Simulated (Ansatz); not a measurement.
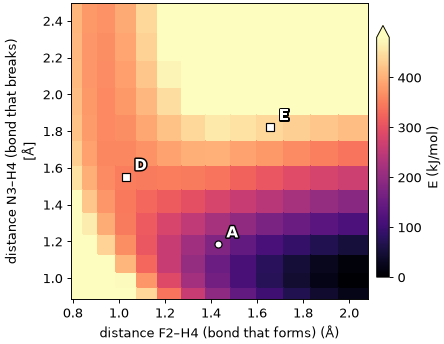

The reacting system F₃H₂NSi (fragments F₃H₂NSi where the first distance is long, F₂HNSi + FH where the second is long). 
- First axis: distance F2–H4 (bond that forms). Second axis: distance N3–H4 (bond that breaks).
- Relaxed at each point: all other coordinates.
- Grid: 13 × 13 points.
- Points are written as (first, second).
- Energies: kJ/mol, counted from the lowest grid point.
- Energies and slopes of some neighbouring points disagree (a jump in structure or state, or too coarse a mesh). The reference is spin-restricted, so regions where a bond is pulled apart into radicals lie too high.
- Method: RHF/def2-SVP in Ansatz 0.2.0.

In the figure: one coloured cell a grid point, one colour for all values above the top of the scale, lettered points.

Is E the lowest point of the computed grid?

No. E lies 443 kJ/mol above the lowest grid point, which is at (2.019 Å, 0.985 Å).

Rank the lettered points by energy, lowest first.

A (176 kJ/mol), D (350 kJ/mol), E (443 kJ/mol).
